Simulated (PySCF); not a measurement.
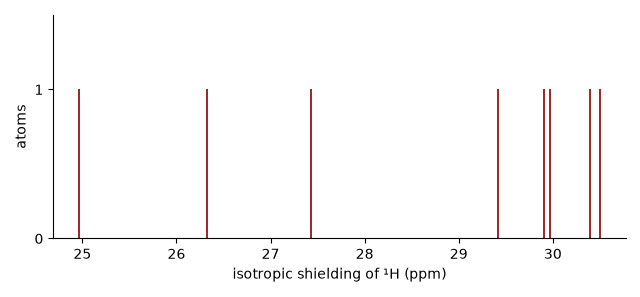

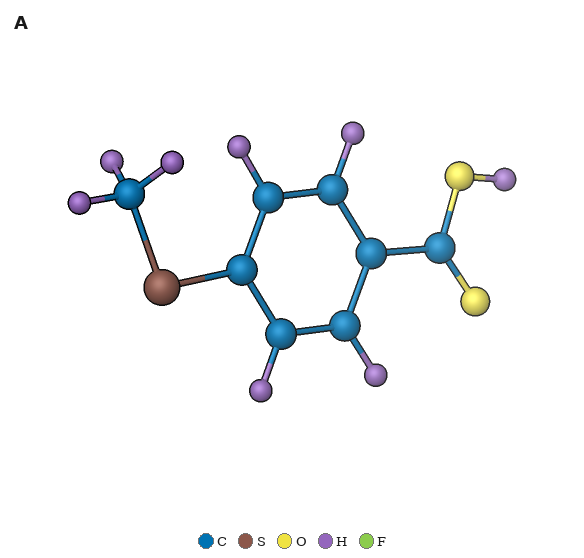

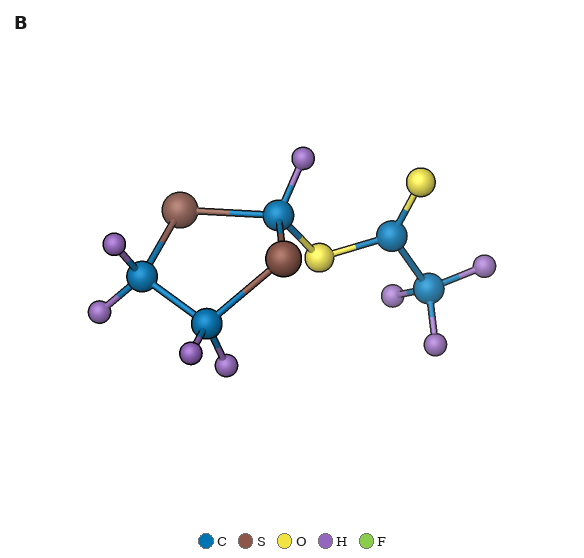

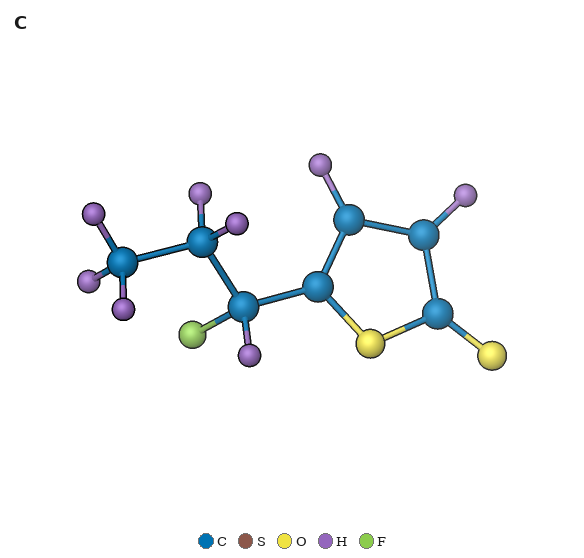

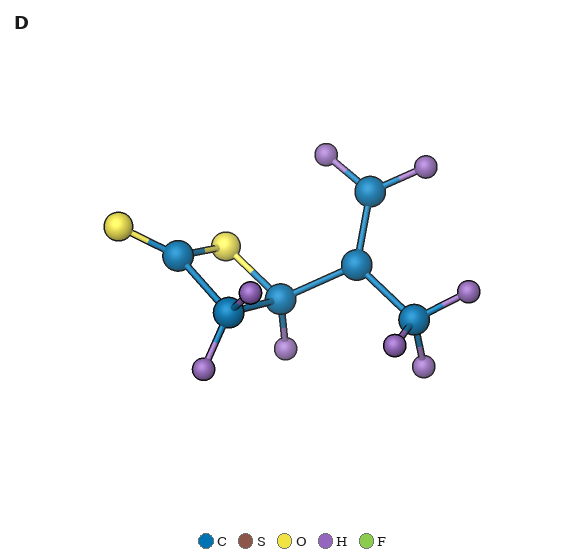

The sticks are computed shieldings of one of the molecules, for one fixed geometry (PBE0-D3(BJ)/def2-SVP) without averaging over rotations. Low shielding means a high chemical shift. Method: GIAO PBE0/pcSseg-1 NMR shielding, non-relativistic, IEF-PCM benzene (PySCF 2.14.0).

Question: Which molecule gives this pattern?

Answer: C, `CC[C@@H](F)c1ccc([O-])o1`. Its 8 H atoms give lines at 24.97, 26.33, 27.43, 29.41, 29.91, 29.97, 30.40, 30.50 ppm.
